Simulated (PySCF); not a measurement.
# SiH2Cl2 (dichlorosilane (DCS)) at 6 levels

Aim: a comparison of 6 runs (PBE0/STO-3G, UPBE0/STO-3G, UMP2/STO-3G, CCSDT(Q)/STO-3G, CISD/STO-3G, UCCSD(T)/STO-3G) of SiH2Cl2 (dichlorosilane (DCS)). The job is set up through a Python script.

The calculation is run with PySCF 2.14.0.

7 further runs of the same task are left out: 7 set aside as unsound or not needed.

**1. The system as given**

The species is SiH2Cl2 (5 atoms), meant as a singlet with charge 0. As SMILES, `Cl[SiH2]Cl`. The Si2–H5 distance was set to 2.213 Å, away from the relaxed value. At this shape a bond of the SMILES string is far longer than usual.

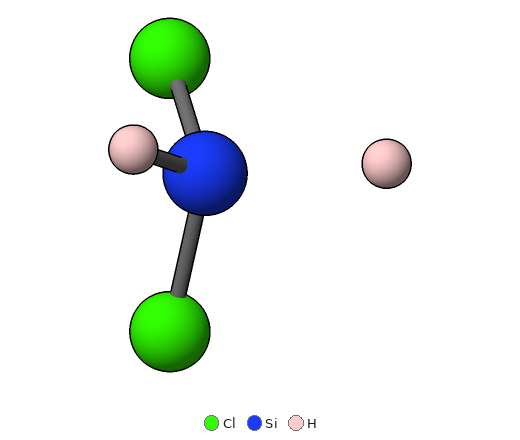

The structure, seen from a chosen angle (chlorine green, silicon blue, hydrogen pink).

**2. The energy at PBE0/STO-3G (run 1)**

Contents of calc.py:

```python
from pyscf import gto, dft

mol = gto.M(
    atom='''
Cl      -1.665935      -0.707542       1.388155
Si      -0.493035      -0.385842      -0.250045
Cl      -1.429035       0.882658      -1.545145
H       -0.277835      -1.676342      -0.932345
H        1.396500       0.556600       0.413400
''',
    basis='sto-3g',
    charge=0,
    max_memory=1860,
    verbose=4,
)

myscf = dft.RKS(mol)
myscf.xc = 'pbe0'
myscf.conv_tol = 1e-10
myscf.grids.level = 5
myscf.kernel()
if not myscf.converged:
    myscf = myscf.newton().run(myscf.mo_coeff, myscf.mo_occ)

etot = myscf.e_tot
print('E = %.10f Eh' % etot)
```

Started as:

```bash
$ OMP_NUM_THREADS=1 python calc.py
```

Log:

```text
PySCF version 2.14.0

[INPUT] num. atoms = 5
[INPUT] num. electrons = 50
[INPUT] charge = 0
[INPUT] spin (= nelec alpha-beta = 2S) = 0
[INPUT] symmetry False subgroup None
[INPUT] Mole.unit = angstrom
[INPUT] Symbol           X                Y                Z      unit          X                Y                Z       unit  Magmom
[INPUT]  1 Cl    -1.665935000000  -0.707542000000   1.388155000000 AA   -3.148160891327  -1.337060601627   2.623232768446 Bohr   0.0
[INPUT]  2 Si    -0.493035000000  -0.385842000000  -0.250045000000 AA   -0.931701119825  -0.729135707354  -0.472516568817 Bohr   0.0
[INPUT]  3 Cl    -1.429035000000   0.882658000000  -1.545145000000 AA   -2.700484772418   1.667981881656  -2.919900872741 Bohr   0.0
[INPUT]  4 H     -0.277835000000  -1.676342000000  -0.932345000000 AA   -0.525032057819  -3.167827271106  -1.761876703608 Bohr   0.0
[INPUT]  5 H      1.396500000000   0.556600000000   0.413400000000 AA    2.639002532955   1.051821560933   0.781212779895 Bohr   0.0

nuclear repulsion = 189.191064053933
number of shells = 17
number of NR pGTOs = 87
number of NR cGTOs = 29
basis = sto-3g
ecp = {}

******** <class 'pyscf.dft.rks.RKS'> ********
method = RKS
initial guess = minao
damping factor = 0
level_shift factor = 0
DIIS = <class 'pyscf.scf.diis.CDIIS'>
diis_start_cycle = 1
diis_space = 8
diis_damp = 0
SCF conv_tol = 1e-10
SCF conv_tol_grad = None
SCF max_cycles = 50
direct_scf = True
direct_scf_tol = 1e-13
XC library pyscf.dft.libxc version 7.0.0
    S. Lehtola, C. Steigemann, M. J.T. Oliveira, and M. A.L. Marques.,  SoftwareX 7, 1–5 (2018)
XC functionals = pbe0
radial grids:
    Treutler-Ahlrichs [JCP 102, 346 (1995); DOI:10.1063/1.469408] (M4) radial grids

becke partition: Becke, JCP 88, 2547 (1988); DOI:10.1063/1.454033
pruning grids: <function nwchem_prune>
grids dens level: 5
symmetrized grids: False
atomic radii adjust function: <function treutler_atomic_radii_adjust>
small_rho_cutoff = 0
Set gradient conv threshold to 1e-05
Initial guess from minao.
tot grids = 176728
init E= -1196.66067671395
  HOMO = -0.279230545160852  LUMO = -0.0629864732884233  gap/eV = 5.88430
cycle= 1 E= -1197.2277687458  delta_E= -0.567  |g|= 0.379  |ddm|= 2.47
  HOMO = -0.228750391774886  LUMO = -0.020618145529845  gap/eV = 5.66357
cycle= 2 E= -1197.22806241826  delta_E= -0.000294  |g|= 0.401  |ddm|= 1.59
  HOMO = -0.234361602588635  LUMO = 0.00433750797914118  gap/eV = 6.49533
cycle= 3 E= -1197.30068391213  delta_E= -0.0726  |g|= 0.0629  |ddm|= 0.873
  HOMO = -0.227241157319744  LUMO = 0.0156452704331662  gap/eV = 6.60928
cycle= 4 E= -1197.30367340171  delta_E= -0.00299  |g|= 0.00521  |ddm|= 0.194
  HOMO = -0.228798104041709  LUMO = 0.0147521700673493  gap/eV = 6.62734
cycle= 5 E= -1197.30369458723  delta_E= -2.12e-05  |g|= 0.000568  |ddm|= 0.0167
  HOMO = -0.228741137279556  LUMO = 0.0148373528259025  gap/eV = 6.62811
cycle= 6 E= -1197.30369478697  delta_E= -2e-07  |g|= 9.84e-05  |ddm|= 0.00176
  HOMO = -0.22875627267092  LUMO = 0.0148273672063693  gap/eV = 6.62825
cycle= 7 E= -1197.30369479382  delta_E= -6.85e-09  |g|= 3.76e-06  |ddm|= 0.000305
  HOMO = -0.228756026416105  LUMO = 0.0148268965595365  gap/eV = 6.62823
cycle= 8 E= -1197.30369479383  delta_E= -1.02e-11  |g|= 1.44e-07  |ddm|= 1.27e-05
  HOMO = -0.22875601102477  LUMO = 0.014826918705134  gap/eV = 6.62823
Extra cycle  E= -1197.30369479383  delta_E= -3.41e-12  |g|= 4.75e-08  |ddm|= 7.62e-07
converged SCF energy = -1197.30369479383
E = -1197.3036947938 Eh
```

Run time: 4.2 s. Hardware: 1 thread of Arm Neoverse V1, shared host; peak memory 0.24 GiB.

**3. A single-point energy at UPBE0/STO-3G (run 2)**

Contents of job.py:

```python
from pyscf import gto, dft

system = gto.Mole()
system.atom = [
    ('Cl', (-1.665935, -0.707542, 1.388155)),
    ('Si', (-0.493035, -0.385842, -0.250045)),
    ('Cl', (-1.429035, 0.882658, -1.545145)),
    ('H', (-0.277835, -1.676342, -0.932345)),
    ('H', (1.396500, 0.556600, 0.413400)),
]
system.verbose = 3
system.spin = 0
system.basis = 'sto-3g'
system.max_memory = 1860
system.build()

calc0 = dft.UKS(system, xc='pbe0')
calc0.conv_tol = 1e-10
calc0.grids.level = 5
calc0.kernel()
if not calc0.converged:
    calc0 = calc0.newton().run(calc0.mo_coeff, calc0.mo_occ)
for _ in range(3):
    mo, _, stable, _ = calc0.stability(return_status=True)
    if stable:
        break
    calc0.kernel(calc0.make_rdm1(mo, calc0.mo_occ))

etot = calc0.e_tot
print('E(%s) = %.9f' % ('PBE0', etot))
```

Started as:

```bash
$ OMP_NUM_THREADS=1 python job.py
```

Log:

```text
converged SCF energy = -1197.30369479383  <S^2> = 3.375078e-13  2S+1 = 1
<class 'pyscf.dft.uks.UKS'> wavefunction is stable in the internal stability analysis
E(PBE0) = -1197.303694794
```

It took 19 s on 1 thread of Arm Neoverse V1, shared host; peak memory 0.4 GiB.

**4. The energy at UMP2/STO-3G (run 3)**

Contents of input.py:

```python
from pyscf import gto, mp

mol = gto.M(
    atom=[
    ('Cl', (-1.665935, -0.707542, 1.388155)),
    ('Si', (-0.493035, -0.385842, -0.250045)),
    ('Cl', (-1.429035, 0.882658, -1.545145)),
    ('H', (-0.277835, -1.676342, -0.932345)),
    ('H', (1.396500, 0.556600, 0.413400)),
],
    basis='sto-3g',
    spin=0,
    max_memory=1860,
    verbose=4,
)

mf = mol.UHF()
mf.conv_tol = 1e-10
mf.kernel()
if not mf.converged:
    mf = mf.newton().run(mf.mo_coeff, mf.mo_occ)
for _ in range(3):
    mo, _, stable, _ = mf.stability(return_status=True)
    if stable:
        break
    mf.kernel(mf.make_rdm1(mo, mf.mo_occ))

pt = mp.MP2(mf, frozen=15).run()
energy = pt.e_tot
print(f'total energy: {energy:.8f} hartree')
```

Started as:

```bash
$ OMP_NUM_THREADS=1 python input.py
```

Log:

```text
PySCF version 2.14.0

[INPUT] num. atoms = 5
[INPUT] num. electrons = 50
[INPUT] charge = 0
[INPUT] spin (= nelec alpha-beta = 2S) = 0
[INPUT] symmetry False subgroup None
[INPUT] Mole.unit = angstrom
[INPUT] Symbol           X                Y                Z      unit          X                Y                Z       unit  Magmom
[INPUT]  1 Cl    -1.665935000000  -0.707542000000   1.388155000000 AA   -3.148160891327  -1.337060601627   2.623232768446 Bohr   0.0
[INPUT]  2 Si    -0.493035000000  -0.385842000000  -0.250045000000 AA   -0.931701119825  -0.729135707354  -0.472516568817 Bohr   0.0
[INPUT]  3 Cl    -1.429035000000   0.882658000000  -1.545145000000 AA   -2.700484772418   1.667981881656  -2.919900872741 Bohr   0.0
[INPUT]  4 H     -0.277835000000  -1.676342000000  -0.932345000000 AA   -0.525032057819  -3.167827271106  -1.761876703608 Bohr   0.0
[INPUT]  5 H      1.396500000000   0.556600000000   0.413400000000 AA    2.639002532955   1.051821560933   0.781212779895 Bohr   0.0

[... 76 lines left out ...]
converged SCF energy = -1195.88119167984  <S^2> = 3.4070524e-12  2S+1 = 1
[... 64 lines left out ...]
converged SCF energy = -1195.90311085838  <S^2> = 0.58134496  2S+1 = 1.8235624
[... 3 lines left out ...]
******** <class 'pyscf.mp.ump2.UMP2'> ********
nocc = (np.int64(10), np.int64(10)), nmo = (14, 14)
frozen orbitals 15
E(UMP2) = -1195.9434232984  E_corr = -0.0403124400223409
E(SCS-UMP2) = -1195.9479033221  E_corr = -0.044792463722814
E_corr(same-spin) = -0.00413361265845594
E_corr(oppo-spin) = -0.036178827363885
total energy: -1195.94342330 hartree
```

Wall time 1 s (1 thread of Arm Neoverse V1, shared host); peak memory 0.12 GiB.

Runs 4 to 5 aren't shown in full; the table further down has their settings and results.

**5. A single-point energy at UCCSD(T)/STO-3G (run 6)**

Contents of job.py:

```python
from pyscf import gto, scf, cc

system = gto.Mole()
system.atom = '''
Cl    -1.665935    -0.707542     1.388155
Si    -0.493035    -0.385842    -0.250045
Cl    -1.429035     0.882658    -1.545145
H     -0.277835    -1.676342    -0.932345
H      1.396500     0.556600     0.413400
'''
system.basis = 'sto-3g'
system.charge = 0
system.verbose = 3
system.spin = 0
system.max_memory = 1860
system.build()

hf = scf.UHF(system)
hf.conv_tol = 1e-10
hf.kernel()
if not hf.converged:
    hf = hf.newton().run(hf.mo_coeff, hf.mo_occ)
for _ in range(3):
    mo, _, stable, _ = hf.stability(return_status=True)
    if stable:
        break
    hf.kernel(hf.make_rdm1(mo, hf.mo_occ))

mycc = cc.CCSD(hf, frozen=15)
mycc.kernel()
e_t = mycc.ccsd_t()
e_final = mycc.e_tot + e_t
print(f'total energy: {e_final:.8f} hartree')
```

Started as:

```bash
$ OMP_NUM_THREADS=1 python job.py
```

Log:

```text
converged SCF energy = -1195.88119167984  <S^2> = 3.4070524e-12  2S+1 = 1
<class 'pyscf.scf.uhf.UHF'> wavefunction has an internal instability
converged SCF energy = -1195.90311085838  <S^2> = 0.58134496  2S+1 = 1.8235624
<class 'pyscf.scf.uhf.UHF'> wavefunction is stable in the internal stability analysis
E(UCCSD) = -1195.986288698604  E_corr = -0.08317784022795899
UCCSD(T) correction = -0.00226522646215946
total energy: -1195.98855393 hartree
```

Wall time 1.2 s (1 thread of Arm Neoverse V1, shared host); peak memory 0.12 GiB.

**6. All runs side by side**

| run | level | follow instability | integration grid | energy (Eh) | dipole moment (D) of the reference | HOMO energy (eV) | LUMO energy (eV) | wall time |
| --- | --- | --- | --- | --- | --- | --- | --- | --- |
| 1 | PBE0/STO-3G | – | 5 | -1197.303695 | 2.41 | -6.22 | 0.40 | 4.2 s |
| 2 | UPBE0/STO-3G | yes | 5 | -1197.303695 | 2.41 | -6.22 | 0.40 | 19 s |
| 3 | UMP2/STO-3G | yes | – | -1195.943423 | 3.00 | -8.45 | 4.31 | 1 s |
| 4 | CCSDT(Q)/STO-3G | – | – | -1195.989656 | 2.78 | -8.79 | 4.19 | 3.9 s |
| 5 | CISD/STO-3G | – | – | -1195.981506 | 2.78 | -8.79 | 4.19 | 0.74 s |
| 6 | UCCSD(T)/STO-3G | yes | – | -1195.988554 | 3.00 | -8.45 | 4.31 | 1.2 s |

**7. What came out**

| quantity | value |
| --- | --- |
| run 6: total energy | -1195.98855 Eh |
| run 6: dipole moment (Hartree–Fock density) | 3.00 D |
| run 6: HOMO energy (Hartree–Fock orbitals) | -8.45 eV |
| run 6: LUMO energy (Hartree–Fock orbitals) | 4.31 eV |
| run 6: HOMO–LUMO gap (Hartree–Fock orbitals) | 12.76 eV |
| run 6: correlation energy (15 core orbitals frozen) | -85.4 mEh |
| run 6: (T) correction | -2.27 mEh |
| run 6: ⟨S²⟩ of the reference determinant | 0.581 |
| run 6: T1 diagnostic | 0.062 |

In runs 1, 2, 3, 4, 5, 6 the basis is minimal, so the values are rough. Spin contamination of the reference: run 3 ⟨S²⟩ = 0.58, run 6 ⟨S²⟩ = 0.58. All runs together took 30 s, the longest 19 s.
